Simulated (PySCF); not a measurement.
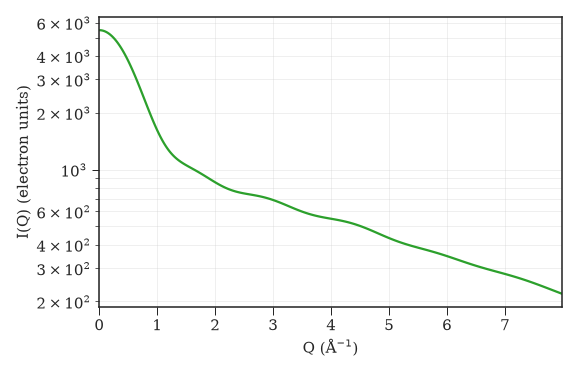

Elastic X-ray scattering of a randomly oriented, rigid molecule, calculated with the Debye equation from neutral-atom form factors (independent atoms, no Compton part, no vibration). The geometry is the end point of an optimisation (PBE0-D3(BJ)/def2-SVP geometry optimisation, gas phase in PySCF); it may be a saddle point or a higher isomer. It contains Se, C, H.

How many electrons does the independent-atom model of the molecule hold?

Answer. I(0) is the square of the electron number: I(0) = 5470, so about 74 electrons, the count of C5H10Se.

What radius of gyration does the initial fall-off give?

Answer. From I(Q) ≈ I(0) exp(−Q²R²/3) at small Q, R ≈ 2.17 Å. It is larger than the electron-weighted radius of the nuclear positions alone (2.05 Å), because each atom's electron cloud adds to it.
